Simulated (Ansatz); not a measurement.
```xyz
10

Ge   -0.3940    1.4021    0.0635
Cl    3.0484    0.8383    0.5647
N    -0.0454   -0.1726   -0.5478
C    -0.7862   -1.3581   -0.1732
H     2.2152    0.1313   -0.1811
H    -1.5769    1.7730    1.0158
H     0.4727    2.5569   -0.4679
H    -0.0918   -2.1117    0.2699
H    -1.2088   -1.8377   -1.0895
H    -1.6332   -1.2214    0.5458
```

All numbers below come from RKS PBE-D4/def2-SVP (Ansatz 0.2.0).

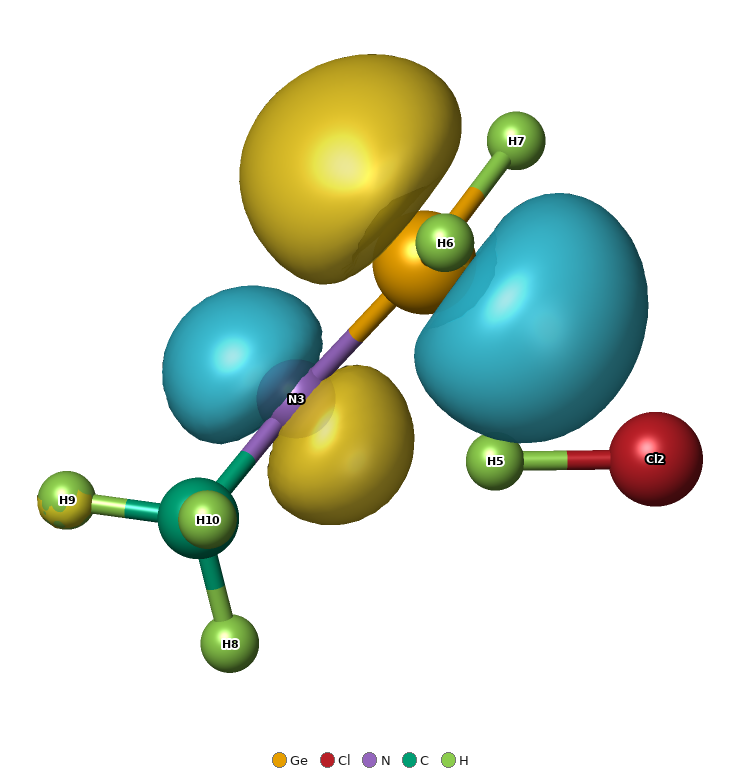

CH5GeN···HCl. The LUMO at ±0.15 Å⁻³ᐟ² (yellow and cyan are the two phases), seen at an oblique angle.

**What is the character of this orbital?**

It lies mainly on Ge1 (about 60 %) and N3 (about 25 %); π-antibonding (π*) across Ge1–N3. Its energy is −2.59 eV.
